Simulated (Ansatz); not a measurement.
**AlF3 (SMILES [F][Al]([F])[F]) at 6 levels**

Wanted: a comparison of 6 runs (UHF/STO-3G, UPBE/STO-3G, UPBE0/STO-3G, RPA@PBE/STO-3G, CCSD(T)/STO-3G, UCCSD(T)/STO-3G) of AlF3. 

The results are computed with Ansatz 0.2.0.

38 further runs of the same task are left out: 6 that didn't finish, 32 set aside as unsound or not needed.

### 1 The structure to begin with

The species is AlF3 (4 atoms), meant as a singlet with charge 0. As SMILES, `[F][Al]([F])[F]`. The F3–Al1 distance was set to 2.039 Å, away from the relaxed value.

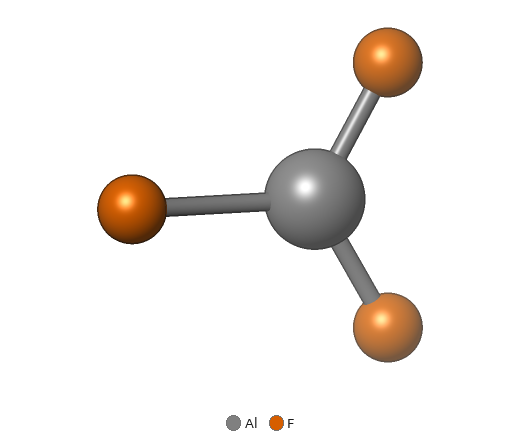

Viewed from a chosen angle; aluminium grey, fluorine orange.

### 2 A single-point energy at UHF/STO-3G (run 1)

Input file in.yaml:

```yaml
crystal:
  periodic: [false, false, false]
  atoms:
    - symbol: Al
      position_ang: [0.197650, -0.356888, 0.002585]
    - symbol: F
      position_ang: [1.828690, -0.383688, 0.017335]
    - symbol: F
      position_ang: [-0.791540, 1.425990, -0.016640]
    - symbol: F
      position_ang: [-0.641250, -1.755208, 0.008245]
basis:
  gaussian: {orbitals: STO-3G}
accuracy: high
hamiltonian: {xc: hf}
magnetization: {spin_polarized: true}
```

Run with:

```sh
$ ansatz run in.yaml --threads 1 --pin off --max-ram 2610MiB --events-out events.jsonl --progress --plain --runs-dir runs
```

Output:

```text
Warning: RAYON_NUM_THREADS=1 ignored (pool sized by the plan → 1); use --threads N
Functional definition: HF
  name "HF"
  exchange = exact_x
  correlation = 0
432 factors; integrals over basis functions are off by at most 4.3e-8 eV
mean field evaluation 1: about -14503.0891 eV, gradient 2.2e1 eV
mean field evaluation 2: about -14503.1130 eV, gradient 2.2e1 eV
mean field evaluation 4: about -14508.1098 eV, gradient 9.2e-1 eV
mean field evaluation 8: about -14508.1179 eV, gradient 1.5e-5 eV
mean field evaluation 16: about -14508.1251 eV, gradient 1.8e-1 eV
mean field evaluation 32: about -14507.2090 eV, gradient 5.2e0 eV
mean field -14508.12786862 eV, -533.1638652097 hartree, gradient 2.6e-8 eV, S^2 0.090778; 2 other end points of the search recorded, 0 dependent functions left out
reference -14508.12786862 eV, -533.1638652097 hartree; 20, 20 occupied and 4, 4 virtual orbitals, 432 factors
Total energy: -14508.12786862 eV, -533.1638652097 hartree
```

Wall time 0.3 s (1 thread of Arm Neoverse V1, shared host).

### 3 The energy at UPBE/STO-3G (run 2)

Input file input.yaml:

```yaml
basis:
  gaussian:
    orbitals: STO-3G
crystal:
  periodic: [false, false, false]
  atoms:
    - {symbol: Al, position_ang: [0.197650, -0.356888, 0.002585]}
    - {symbol: F, position_ang: [1.828690, -0.383688, 0.017335]}
    - {symbol: F, position_ang: [-0.791540, 1.425990, -0.016640]}
    - {symbol: F, position_ang: [-0.641250, -1.755208, 0.008245]}
magnetization:
  spin_polarized: true
accuracy: high
hamiltonian:
  xc: pbe
```

Run with:

```sh
$ ansatz run input.yaml --threads 1 --pin off --max-ram 2610MiB --events-out events.jsonl --progress --plain --runs-dir runs
```

Output:

```text
Warning: RAYON_NUM_THREADS=1 ignored (pool sized by the plan → 1); use --threads N
Functional definition: PBE
  name "PBE"
  parameter kappa = 0.804
  parameter beta = 0.06672455060314922
  exchange = pbe_x(kappa = kappa, mu = beta*pi^2/3)
  correlation = pbe_c(beta = beta)
432 factors; integrals over basis functions are off by at most 4.3e-8 eV
mean field evaluation 1: about -14534.3605 eV, gradient 2.3e1 eV
mean field evaluation 2: about -14454.4302 eV, gradient 1.0e2 eV
mean field evaluation 4: about -14538.5880 eV, gradient 7.2e0 eV
mean field evaluation 8: about -14538.9613 eV, gradient 1.2e-1 eV
mean field evaluation 16: about -14538.9615 eV, gradient 8.5e-7 eV
mean field -14538.96148622 eV, -534.2969797564 hartree, gradient 4.8e-9 eV, S^2 0.000000; 0 other end points of the search recorded, 0 dependent functions left out
reference -14538.96148755 eV, -534.2969798055 hartree; 20, 20 occupied and 4, 4 virtual orbitals, 432 factors
Total energy: -14538.96148755 eV, -534.2969798055 hartree
```

Wall time 2.1 s (1 thread of Arm Neoverse V1, shared host); peak memory 0.14 GiB.

Runs 3 to 4 aren't shown in full; the table further down has their settings and results.

### 4 A single-point energy at CCSD(T)/STO-3G (run 5)

Input file input.yaml:

```yaml
crystal:
  periodic: [false, false, false]
  atoms:
    - {symbol: Al, position_ang: [0.197650, -0.356888, 0.002585]}
    - {symbol: F, position_ang: [1.828690, -0.383688, 0.017335]}
    - {symbol: F, position_ang: [-0.791540, 1.425990, -0.016640]}
    - {symbol: F, position_ang: [-0.641250, -1.755208, 0.008245]}
basis:
  gaussian: {orbitals: STO-3G}
correlation: {method: ccsd_t, frozen_orbitals: {Al: 5, F: 1}}
accuracy: high
scf: {omitted_lower_state_checks: [cluster_reference, increment]}
```

Run with:

```sh
$ ansatz run input.yaml --threads 1 --pin off --max-ram 2610MiB --events-out events.jsonl --progress --plain --runs-dir runs
```

Output (excerpt; [...] marks lines left out):

```text
Warning: RAYON_NUM_THREADS=1 ignored (pool sized by the plan → 1); use --threads N
[... 2 set-up lines as earlier in the session ...]
[...]
432 factors; integrals over basis functions are off by at most 4.3e-8 eV
[...]
mean field -14508.11794055 eV, -533.1635003598 hartree, gradient 1.5e-8 eV, S^2 0.000000; 0 other end points of the search recorded, 0 dependent functions left out; unrestricted orbitals would lower it
8 core orbitals not correlated: weight in the atoms' cores, before any rotation towards them, 1.000 or more for the frozen orbitals, at most 0.000 for the correlated occupied ones
reference -14508.11794055 eV, -533.1635003598 hartree; 12, 12 occupied and 4, 4 virtual orbitals, 432 factors
second order -2.22621247 eV of doubles, -0.00000000 eV of singles
cycle   1  -2.43661858 eV  change   -2.1e-1 eV  update   1.1e-1
[...]
cycle  24  -2.80804851 eV  change   -1.5e-9 eV  update  8.2e-10
perturbative correction -0.21876682 eV, -0.0080395323 hartree
Total energy: -14511.14475588 eV, -533.2747337714 hartree
Checks for a lower state left out: cluster_reference, increment
```

It took 0.24 s on 1 thread of Arm Neoverse V1, shared host.

### 5 The energy at UCCSD(T)/STO-3G (run 6)

Input file molecule.yaml:

```yaml
crystal:
  periodic: [false, false, false]
  atoms:
    - {symbol: Al, position_ang: [0.197650, -0.356888, 0.002585]}
    - {symbol: F, position_ang: [1.828690, -0.383688, 0.017335]}
    - {symbol: F, position_ang: [-0.791540, 1.425990, -0.016640]}
    - {symbol: F, position_ang: [-0.641250, -1.755208, 0.008245]}
basis:
  gaussian:
    orbitals: STO-3G
magnetization:
  spin_polarized: true
  initial_magnetization: 0
correlation:
  method: ccsd_t
  frozen_orbitals: {Al: 5, F: 1}
accuracy: high
scf:
  omitted_lower_state_checks: [cluster_reference, increment]
```

Run with:

```sh
$ ansatz run molecule.yaml --threads 1 --pin off --max-ram 2610MiB --events-out events.jsonl --progress --plain --runs-dir runs
```

Output (excerpt; [...] marks lines left out):

```text
Warning: RAYON_NUM_THREADS=1 ignored (pool sized by the plan → 1); use --threads N
[... 2 set-up lines as earlier in the session ...]
[...]
432 factors; integrals over basis functions are off by at most 4.3e-8 eV
[...]
mean field -14508.12786862 eV, -533.1638652097 hartree, gradient 2.6e-8 eV, S^2 0.090778; 3 other end points of the search recorded, 0 dependent functions left out
8 core orbitals not correlated: weight in the atoms' cores, before any rotation towards them, 1.000 or more for the frozen orbitals, at most 0.000 for the correlated occupied ones
reference -14508.12786862 eV, -533.1638652097 hartree; 12, 12 occupied and 4, 4 virtual orbitals, 432 factors
second order -2.07067287 eV of doubles, -0.00000000 eV of singles
cycle   1  -2.29162029 eV  change   -2.2e-1 eV  update   1.1e-1
[...]
cycle  24  -2.79956188 eV  change   3.6e-11 eV  update   1.7e-9
perturbative correction -0.21419450 eV, -0.0078715026 hartree
Total energy: -14511.14162500 eV, -533.2746187137 hartree
Checks for a lower state left out: cluster_reference, increment
```

Wall time 0.52 s (1 thread of Arm Neoverse V1, shared host).

### 6 All runs side by side

```csv
run,level,frozen core orbitals,energy (Eh),wall time
1,UHF/STO-3G,–,-533.163865,0.3 s
2,UPBE/STO-3G,–,-534.296980,2.1 s
3,UPBE0/STO-3G,–,-534.376212,2.1 s
4,RPA@PBE/STO-3G,8,-533.332766,2.2 s
5,CCSD(T)/STO-3G,8,-533.274734,0.24 s
6,UCCSD(T)/STO-3G,8,-533.274619,0.52 s
```

### 7 What came out

| quantity | value |
| --- | --- |
| run 6: total energy | -533.27462 Eh |
| run 6: correlation energy (8 core orbitals frozen) | -110.8 mEh |
| run 6: (T) correction | -7.87 mEh |
| run 6: ⟨S²⟩ of the reference determinant | 0.091 |
| run 6: T1 diagnostic | 0.029 |

**Reading.** Below the UHF energy at the same shape and in the same basis (STO-3G): CCSD(T) -110.9 mEh; UCCSD(T) -110.8 mEh. Some of these start from another determinant than that one, so these aren't their correlation energies. Totals of different functionals can't be ranked against each other. In run 5 the log says that unrestricted orbitals would lower the reference, so the values rest on an unstable closed-shell determinant (other closed-shell runs at this shape may share the fault). In runs 1, 2, 3, 4, 5, 6 the basis is minimal, so the values are rough. All runs together took 7.6 s, the longest 2.2 s.
